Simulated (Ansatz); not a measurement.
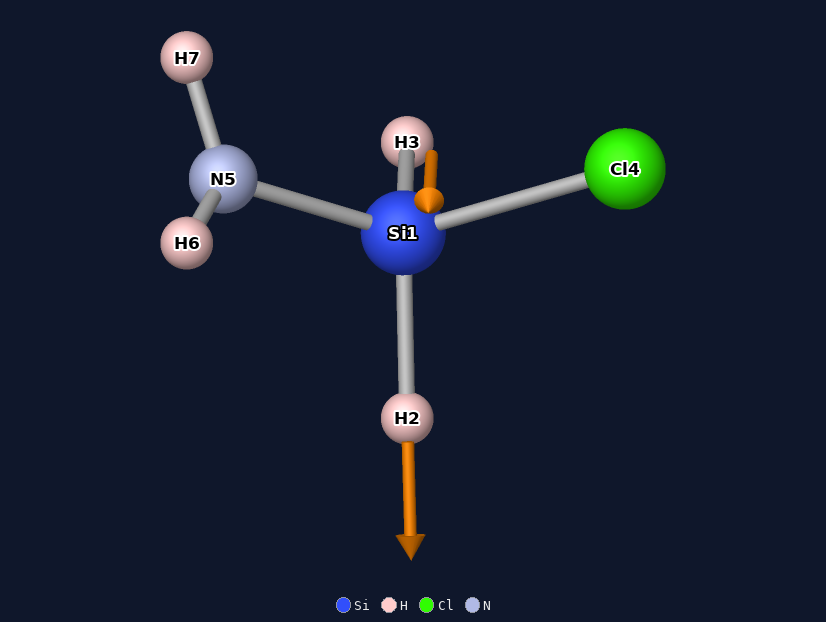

The arrows show one normal mode. Harmonic vibrations computed with RKS PBE0-D4/def2-TZVP (Ansatz 0.2.0) at a stationary point of the same level.

What kind of motion is it?

Answer. Mostly out-of-phase stretching of 2 Si–H bonds.

Estimate its harmonic wavenumber.

Answer. 2271 cm⁻¹; it is mode 13 of 15 counted from the lowest.
